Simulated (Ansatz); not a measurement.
```xyz
4

C     0.0000    0.0000   -0.7017
C     0.0000    0.0000    0.6746
C     0.0000    0.0000    1.8911
N     0.0000    0.0000   -1.8640
```

Geometry: PBE0-D3(BJ)/def2-SVP; ⟨S²⟩ = 0.81, above the pure value of 0.75.

Theory: isolated molecule in a Gaussian basis; Kohn-Sham density functional theory, functional PBE0 (Ansatz 0.2.0).

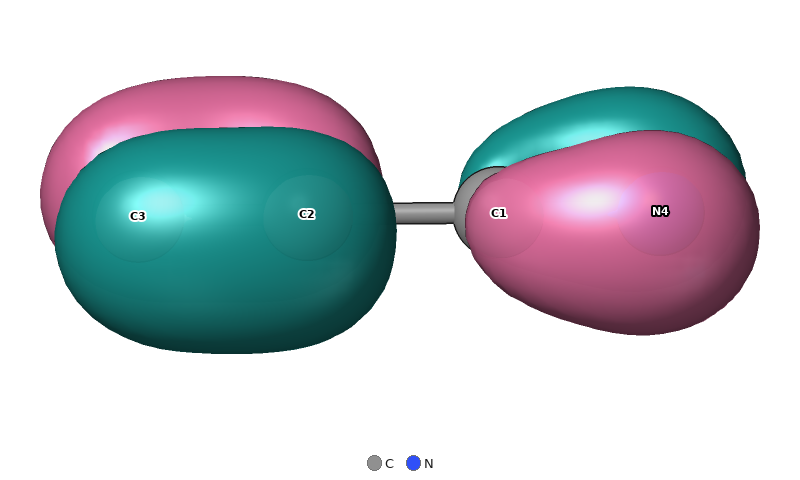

C₃N (SMILES [C]#CC#N) (doublet). The HOMO (β) at ±0.15 Å⁻³ᐟ² (teal and pink are the two phases), seen from one side.

What is the character of this orbital?

By Hirshfeld shares it lies mainly on C3 (about 30 %), C2 (about 30 %), N4 (about 30 %) and C1 (about 10 %); π-bonding across C3–C2. It is one of a degenerate set, so its orientation is arbitrary. Its energy is −9.14 eV.
